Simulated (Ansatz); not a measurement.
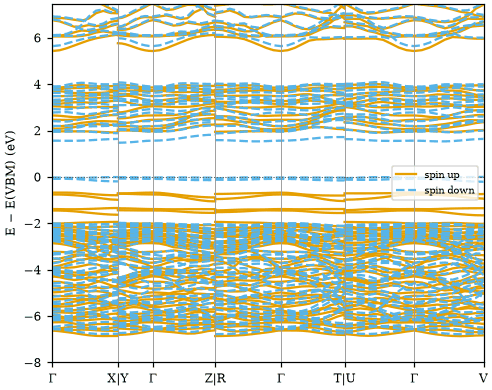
Band structure from r²SCAN (plane waves, PAW; program Ansatz)

The gap is 1.47 eV; an edge lies off the plotted path or next to a special point (maximum off the standard path, minimum off the standard path).

The material is CoLi₂Nb₄O₁₂ in space group P1 (No. 1; Pearson symbol aP19).

The start of the workflow was typed in or built on a structure type; neither database checked (COD, Materials Project) lists it. Its standing as an ambient phase is unchecked. Symmetry was held in the r²SCAN relaxation; whether a distortion lowers the energy is not shown. The final state is ferromagnetic, the only order run, not a proven ground state. Other orbital occupations within this spin state were not tried. No Hubbard U is applied. Scalar-relativistic: spin–orbit coupling is off unless named, which matters more the heavier the elements.

Potentials: the later of the program's two PAW sets.
